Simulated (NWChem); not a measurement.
**CH3AlF2 (SMILES [CH3][Al]([F])[F]): levels of theory compared**

Aim: a comparison of 6 runs (HF/STO-3G, HF/3-21G, B3LYP/6-31G*, CAM-B3LYP/6-311+G**, MP2/STO-3G) of CH3AlF2. 

Program for the calculation: NWChem 7.3.0.

**1. The molecule**

CH3AlF2: 7 atoms, total charge 0, spin state singlet. SMILES: `[CH3][Al]([F])[F]`. The shape is that of a PBE0-D4/def2-TZVP optimisation.

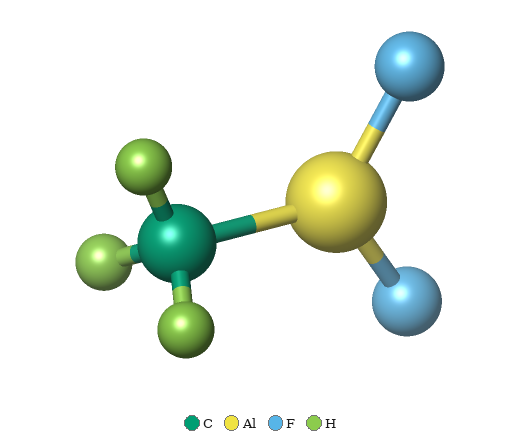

The structure, seen from a chosen angle (carbon teal, aluminium yellow, fluorine blue, hydrogen green).

**2. Energy and gradient at HF/STO-3G (run 1)**

File ch3alf2.xyz:

```xyz
7
CH3AlF2
C     -0.253600     0.825900    -0.238700
Al     0.293100    -0.956200     0.245500
F      1.513200    -1.219500     1.315500
F     -0.423400    -2.297600    -0.378600
H     -1.075800     0.816000    -0.956100
H     -0.573400     1.384500     0.645100
H      0.581100     1.378900    -0.678200
```

File ch3alf2.nw:

```
start ch3alf2
title "CH3AlF2"
memory stack 880 mb heap 220 mb global 1100 mb
charge 0

geometry units angstroms noautosym nocenter noautoz
 load format xyz ch3alf2.xyz
end

basis "ao basis" spherical bse
 * library STO-3G
end

scf
 thresh 1e-08
 maxiter 80
end

task scf gradient
```

Run with:

```
$ nwchem ch3alf2.nw > ch3alf2.out
```

The log of the run:

```text
[...]
  functions       =    27
[...]
  wavefunction    = RHF
[...]
         Total SCF energy =   -474.346263344525
      One-electron energy =   -977.988403202228
      Two-electron energy =    347.512838108642
 Nuclear repulsion energy =    156.129301749062
        Time for solution =      0.8s
[...]
                         RHF ENERGY GRADIENTS
    atom               coordinates                        gradient
                 x          y          z           x          y          z
   1 C      -0.479235   1.560725  -0.451078   -0.007272   0.014392  -0.006263
   2 Al      0.553879  -1.806956   0.463928   -0.003245   0.009527  -0.002883
   3 F       2.859533  -2.304521   2.485935    0.022662  -0.003622   0.019872
   4 F      -0.800110  -4.341834  -0.715450   -0.013803  -0.024164  -0.012026
   5 H      -2.032967   1.542016  -1.806767   -0.006391  -0.002916  -0.005577
   6 H      -1.083569   2.616326   1.219062   -0.000864   0.003392   0.009023
   7 H       1.098120   2.605743  -1.281612    0.008914   0.003391  -0.002146
[...]
```

Run time: 1.6 s. Hardware: 1 thread of Intel Xeon Platinum 8375C at 2.90GHz (Ice Lake), shared host; peak memory 0.1 GiB.

**3. Energy and forces at HF/3-21G (run 2)**

File ch3alf2.nw:

```
start ch3alf2
memory 2200 mb
geometry units angstrom noautosym nocenter noautoz
   C       -0.253600       0.825900      -0.238700
   Al       0.293100      -0.956200       0.245500
   F        1.513200      -1.219500       1.315500
   F       -0.423400      -2.297600      -0.378600
   H       -1.075800       0.816000      -0.956100
   H       -0.573400       1.384500       0.645100
   H        0.581100       1.378900      -0.678200
end
basis spherical bse
   * library 3-21G
end
scf
   thresh 1e-08
   maxiter 80
   print low
end
task scf gradient
```

Run with:

```
$ nwchem ch3alf2.nw > ch3alf2.out
```

The log of the run:

```text
[...]
  functions       =    46
[...]
  wavefunction    = RHF
[...]
         Total SCF energy =   -477.968257333627
      One-electron energy =   -977.697741781496
      Two-electron energy =    343.600182698807
 Nuclear repulsion energy =    156.129301749062
        Time for solution =      0.9s
[...]
                         RHF ENERGY GRADIENTS
    atom               coordinates                        gradient
                 x          y          z           x          y          z
   1 C      -0.479235   1.560725  -0.451078    0.001683  -0.009136   0.001598
   2 Al      0.553879  -1.806956   0.463928   -0.000144   0.000961  -0.000143
   3 F       2.859533  -2.304521   2.485935   -0.000079   0.004477  -0.000079
   4 F      -0.800110  -4.341834  -0.715450   -0.002253   0.003456  -0.001982
   5 H      -2.032967   1.542016  -1.806767   -0.003177  -0.001635  -0.002769
   6 H      -1.083569   2.616326   1.219062   -0.000244   0.000934   0.004226
   7 H       1.098120   2.605743  -1.281612    0.004214   0.000944  -0.000851
 Task  times  cpu:        1.3s     wall:        1.3s
 Total times  cpu:        1.4s     wall:        1.4s
```

Wall time 1.9 s (1 thread of Intel Xeon Platinum 8375C at 2.90GHz (Ice Lake), shared host); peak memory 0.1 GiB.

**4. Energy and gradient at B3LYP/6-31G(d) (spherical functions) (run 3)**

File run.py:

```python
from ase import Atoms
from ase.calculators.nwchem import NWChem

molecule = Atoms(['C', 'Al', 'F', 'F', 'H', 'H', 'H'], positions=[
    [-0.253600, 0.825900, -0.238700],
    [0.293100, -0.956200, 0.245500],
    [1.513200, -1.219500, 1.315500],
    [-0.423400, -2.297600, -0.378600],
    [-1.075800, 0.816000, -0.956100],
    [-0.573400, 1.384500, 0.645100],
    [0.581100, 1.378900, -0.678200],
])

calc = NWChem(
    label='geom',
    theory='dft',
    memory='2200 mb',
    basis='6-31G*',
    basispar='spherical bse',
    dft={'xc': 'b3lyp', 'mult': '1', 'grid': 'xfine', 'convergence': 'energy 1e-08', 'iterations': '100', 'mulliken': None},
)
molecule.calc = calc

forces = molecule.get_forces()
print(f"energy = {molecule.get_potential_energy():.6f} eV")
print("forces (eV/A):")
for s, f in zip(molecule.symbols, forces):
    print(f"{s:2s} {f[0]:10.5f} {f[1]:10.5f} {f[2]:10.5f}")
print("dipole (e A):", molecule.get_dipole_moment().round(4))
```

Run with:

```
$ export ASE_NWCHEM_COMMAND="nwchem PREFIX.nwi > PREFIX.nwo"
$ python run.py
```

The log of the run:

```text
energy = -13120.826137 eV
forces (eV/A):
C    -0.01332    0.11524   -0.01640
Al   -0.03630    0.11323   -0.03162
F     0.26385   -0.07451    0.23130
F    -0.14568   -0.30354   -0.12696
H    -0.08510    0.02695   -0.07430
H    -0.05106    0.06248    0.07796
H     0.06762    0.06011   -0.05991
dipole (e A): [-0.1249  0.4103 -0.1107]
```

The calculator wrote geom.nwi:

```
title "geom"

permanent_dir geom

scratch_dir geom

start geom

geometry units angstrom nocenter noautosym noautoz
  C  -2.5359999999999999e-01 8.2589999999999997e-01 -2.3870000000000000e-01
  Al 2.9310000000000003e-01 -9.5620000000000005e-01 2.4550000000000000e-01
  F  1.5132000000000001e+00 -1.2195000000000000e+00 1.3154999999999999e+00
  F  -4.2340000000000000e-01 -2.2976000000000001e+00 -3.7859999999999999e-01
  H  -1.0758000000000001e+00 8.1599999999999995e-01 -9.5609999999999995e-01
  H  -5.7340000000000002e-01 1.3845000000000001e+00 6.4510000000000001e-01
  H  5.8109999999999995e-01 1.3789000000000000e+00 -6.7820000000000003e-01
end

memory 2200 mb

basis spherical bse noprint
   * library 6-31G*
end

dft
  xc b3lyp
  mult 1
  grid xfine
  convergence energy 1e-08
  iterations 100
  mulliken
end

task dft gradient
```

geom.nwo:

```text
Northwest Computational Chemistry Package (NWChem) 7.3.0
             --------------------------------------------------------

           Job information
           ---------------

    nwchem branch   = 7.3.0
    use scalapack   = T
    input           = geom.nwi
    prefix          = geom.
    data base       = geom/geom.db
    status          = startup
    nproc           =        1

           Memory information
           ------------------

    heap     =     72089596 doubles =      550.0 Mbytes
    stack    =     72089601 doubles =      550.0 Mbytes
    global   =    144179200 doubles =     1100.0 Mbytes (distinct from heap & stack)
    total    =    288358397 doubles =     2200.0 Mbytes
    verify   = yes
    hardfail = no

[... 109 lines left out ...]
  convergence criterion.
[... 41 lines left out ...]
          Spatial weights used:  Erf1
[... 76 lines left out ...]
         Total DFT energy =     -482.181470847271
[... 3 lines left out ...]
 Nuclear repulsion energy =      156.129301749062
[... 534 lines left out ...]
          Convergence on gradient requested:  5.00D-04
[... 28 lines left out ...]
          total energy or number of iterations.
[... 38 lines left out ...]
                 ----------------------------------------
                 |  Time  |  1-e(secs)   |  2-e(secs)   |
                 ----------------------------------------
                 |  CPU   |       0.00   |       2.32   |
                 ----------------------------------------
                 |  WALL  |       0.00   |       2.32   |
                 ----------------------------------------

 Task  times  cpu:       22.7s     wall:       22.7s
 Total times  cpu:       22.7s     wall:       22.7s
```

It took 24 s on 1 thread of Intel Xeon Platinum 8375C at 2.90GHz (Ice Lake), shared host; peak memory 0.13 GiB.

Runs 4 to 5 aren't shown in full; the table further down has their settings and results.

**5. Energy and gradient at MP2/STO-3G (run 6)**

File work.nw:

```
start work
memory total 2200 mb
geometry units angstrom noautosym nocenter noautoz
   C       -0.253600       0.825900      -0.238700
   Al       0.293100      -0.956200       0.245500
   F        1.513200      -1.219500       1.315500
   F       -0.423400      -2.297600      -0.378600
   H       -1.075800       0.816000      -0.956100
   H       -0.573400       1.384500       0.645100
   H        0.581100       1.378900      -0.678200
end
basis spherical bse
   * library STO-3G
end
scf
   thresh 1e-08
   maxiter 80
   print medium
end
mp2
   freeze core 8
   tight
end
task mp2 gradient
```

Run with:

```
$ nwchem work.nw > work.out
```

The log of the run:

```text
[...]
  functions       =    27
[...]
  wavefunction    = RHF
[...]
         Total SCF energy =   -474.346263344536
      One-electron energy =   -977.988403202241
      Two-electron energy =    347.512838108643
 Nuclear repulsion energy =    156.129301749062
        Time for solution =      0.8s
[...]
          Total MP2 energy          -474.455273225950
[...]
                         mp2 ENERGY GRADIENTS
    atom               coordinates                        gradient
                 x          y          z           x          y          z
   1 C      -0.479235   1.560725  -0.451078   -0.008859   0.021348  -0.007687
   2 Al      0.553879  -1.806956   0.463928   -0.003547   0.010644  -0.003149
   3 F       2.859533  -2.304521   2.485935    0.017074  -0.002407   0.014972
   4 F      -0.800110  -4.341834  -0.715450   -0.010519  -0.018003  -0.009165
   5 H      -2.032967   1.542016  -1.806767    0.004980  -0.002796   0.004346
   6 H      -1.083569   2.616326   1.219062    0.003450  -0.004431  -0.003135
   7 H       1.098120   2.605743  -1.281612   -0.002580  -0.004355   0.003818
[...]
```

Run time: 2.7 s. Hardware: 1 thread of Intel Xeon Platinum 8375C at 2.90GHz (Ice Lake), shared host; peak memory 0.1 GiB.

**6. The series**

| run | level | iteration cap | module | energy (Eh) | dipole moment (D) | largest force (eV/Å) | wall time |
| --- | --- | --- | --- | --- | --- | --- | --- |
| 1 | HF/STO-3G | 80 | scf | -474.346263 | 0.84 | 1.561 | 1.6 s |
| 2 | HF/3-21G | 80 | scf | -477.968257 | – | 0.485 | 1.9 s |
| 3 | B3LYP/6-31G* (spherical functions) | 100 | dft | -482.181471 | 2.13 | 0.360 | 24 s |
| 4 | B3LYP/6-31G* (Cartesian functions) | 100 | dft | -482.187032 | 2.13 | 0.328 | 20 s |
| 5 | CAM-B3LYP/6-311+G** | 100 | dft | -482.209741 | 2.45 | 0.837 | 1.9 min |
| 6 | MP2/STO-3G | 80 | mp2 | -474.455273 | 0.53 | 1.253 | 2.7 s |

**7. What came out**

| quantity | value |
| --- | --- |
| run 6: total energy | -474.45527 Eh |
| run 6: dipole moment (of the density that the program reports) | 0.53 D |
| run 6: HOMO energy (Hartree–Fock orbitals) | -9.12 eV |
| run 6: LUMO energy (Hartree–Fock orbitals) | 9.70 eV |
| run 6: HOMO–LUMO gap (Hartree–Fock orbitals) | 18.82 eV |
| run 6: correlation energy (8 core orbitals frozen) | -109.0 mEh |
| run 6: largest force on an atom | 1.253 eV/Å |

What this shows: Over runs 1, 3, 4, 5, 6 the dipole moment (its size) runs from 0.53 D (MP2/STO-3G) to 2.45 D (CAM-B3LYP/6-311+G**). The two ends differ in method and basis. Totals of different functionals can't be ranked against each other. In runs 1, 6 the basis is minimal, so the values are rough. All runs together took 2.8 min, the longest 1.9 min.
